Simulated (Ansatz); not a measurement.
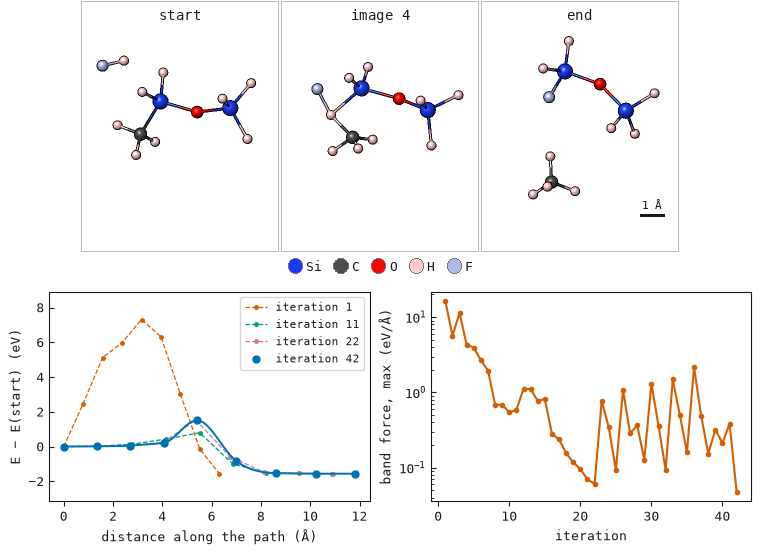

NEB run on CH₉FOSi₂. Images are numbered from 0 (start) to 8 (end). The plot follows the band through its iterations. The picture is a ball-and-stick view, seen at a tilt.

These are results of RKS B3LYP/def2-SVP (Ansatz), not measurements.

Input file:
```yaml
crystal:
  periodic: [false, false, false]
  atoms:
    - { symbol: Si, position_ang: [0.340077, 0.241968, 0.231515] }
    - { symbol: C, position_ang: [0.936725, -1.252484, 1.177264] }
    - { symbol: O, position_ang: [-0.731782, -0.208147, -0.953992] }
    - { symbol: Si, position_ang: [-1.594512, 0.064485, -2.343495] }
    - { symbol: H, position_ang: [1.46539, 1.006031, -0.376034] }
    - { symbol: H, position_ang: [-0.386165, 1.166989, 1.174578] }
    - { symbol: H, position_ang: [0.745231, 1.659825, 2.47319] }
    - { symbol: F, position_ang: [1.618283, 1.555388, 2.779973] }
    - { symbol: H, position_ang: [0.088393, -1.83927, 1.564484] }
    - { symbol: H, position_ang: [1.552688, -1.911015, 0.544725] }
    - { symbol: H, position_ang: [1.544408, -0.907579, 2.028741] }
    - { symbol: H, position_ang: [-0.774779, 0.833392, -3.32585] }
    - { symbol: H, position_ang: [-2.832871, 0.837811, -2.037462] }
    - { symbol: H, position_ang: [-1.971187, -1.247293, -2.937539] }
basis:
  gaussian: { orbitals: def2-SVP }
hamiltonian:
  xc: b3lyp
neb:
  order_check: false
  images: 7
  f_tol: 0.05
  max_iterations: 60
  initial_path: linear
  final_atoms:
    - { symbol: Si, position_ang: [-0.04192233, 2.29603944, 0.13481677] }
    - { symbol: C, position_ang: [1.22617701, -2.06437995, 1.42765855] }
    - { symbol: O, position_ang: [-0.97341722, 1.41029869, -0.88010301] }
    - { symbol: Si, position_ang: [-1.37427459, 0.06515919, -1.77775577] }
    - { symbol: H, position_ang: [1.24337794, 2.6567606, -0.51099919] }
    - { symbol: H, position_ang: [-0.80746685, 3.47860783, 0.58790873] }
    - { symbol: H, position_ang: [0.93488027, -1.00831106, 1.51191532] }
    - { symbol: F, position_ang: [0.31472064, 1.40706079, 1.45174396] }
    - { symbol: H, position_ang: [0.33030955, -2.68630045, 1.28665383] }
    - { symbol: H, position_ang: [1.90079958, -2.19714745, 0.56925303] }
    - { symbol: H, position_ang: [1.74374541, -2.37530042, 2.34659834] }
    - { symbol: H, position_ang: [-0.16206543, -0.48072638, -2.45284798] }
    - { symbol: H, position_ang: [-2.37191194, 0.47466828, -2.80254453] }
    - { symbol: H, position_ang: [-1.96305304, -0.97632812, -0.89220004] }
```

Launched with:
```bash
ansatz run input.yaml --threads 4 --pin off --max-ram 5120MiB --backend cpu --events-out ev --progress --plain --runs-dir out
```

Did the band converge, and can the barrier be trusted?

The run is converged, with reservations. The band converged in 42 iterations. The largest component of the band force went from 16 to 0.048 eV/Å. The climbing image converged on the top of the path. Its curvatures weren't checked. The straight starting path can push atoms close together and costs iterations. The first iteration put the highest image at 7.31 eV. The energy climbs by 1.51 eV to image 4 and then falls by 3.07 eV, so the end point sits at −1.56 eV.
